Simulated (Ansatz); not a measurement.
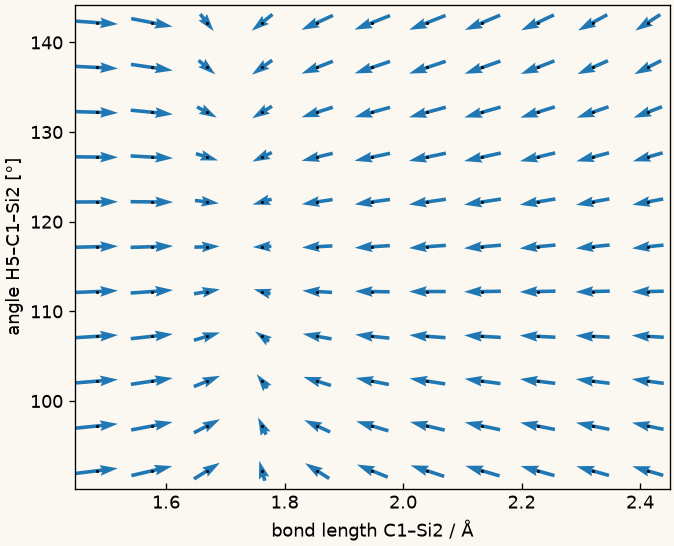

CH4NSi, SMILES C=[Si+]N, charge +1. 
- First axis: bond length C1–Si2. Second axis: angle H5–C1–Si2.
- Nothing is relaxed (all other coordinates rigid).
- The grid has 11 × 11 points.
- Points are written as (first, second).
- Computed with Ansatz 0.2.0, RKS r2SCAN-D4/def2-TZVP.

Drawn: dots at the grid points, arrows along the force (downhill), their lengths compressed.

Q: The arrows alone are given. Where is the energy lowest?

A: The arrows converge at about (1.724 Å, 117°) (read from the interpolated surface).

The energy map of the same scan:

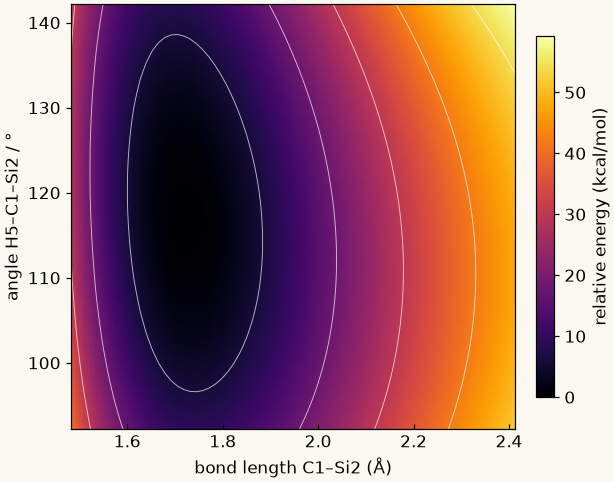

Energies are in kcal/mol, from the relaxed molecule at the same level; between grid points the surface is interpolated.
